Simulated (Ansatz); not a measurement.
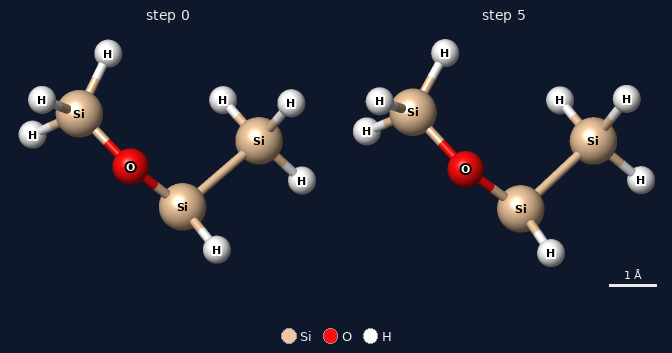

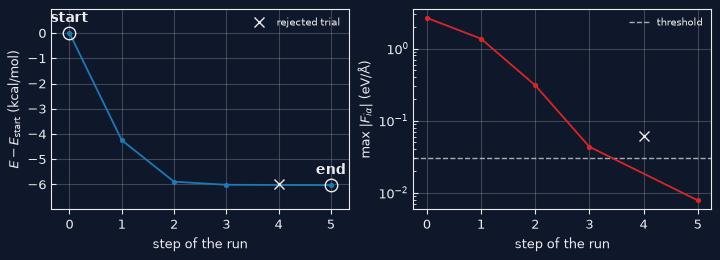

First and last geometry of a relaxation of Si3H7O (multiplicity 2) (coarse preliminary run), with the history of the run. A ball-and-stick model, seen at a tilt.

The start comes from a force field.

These are results of UKS PBE-D4/def2-SVP in Ansatz 0.2.0, not measurements. Set-up: force threshold 0.03 eV/Å; at most 200 steps.

> What do the curves and the structures tell?

It converged. The energy falls by 6.03 kcal/mol in 4 accepted moves (5 points after the start). The largest force component goes from 2.7 to 0.0078 eV/Å. The line search rejected the trial step at point 4 of the run. The largest move after the best rigid fit is that of an H atom, 0.11 Å. Largest moves by element: H 0.11 Å, Si 0.07 Å, O 0.06 Å. Near-neighbour distances that change, for instance: O–Si 1.598 → 1.681 Å, H–Si 1.449 → 1.506 Å, Si–Si 2.409 → 2.359 Å, O–Si 1.641 → 1.686 Å. Bond angles that change, for instance: Si–Si–H 107.2° → 112.6°, Si–Si–H 108.4° → 113.5°, Si–Si–H 105.2° → 109.3°. The run took about 28 core-seconds on a shared host.
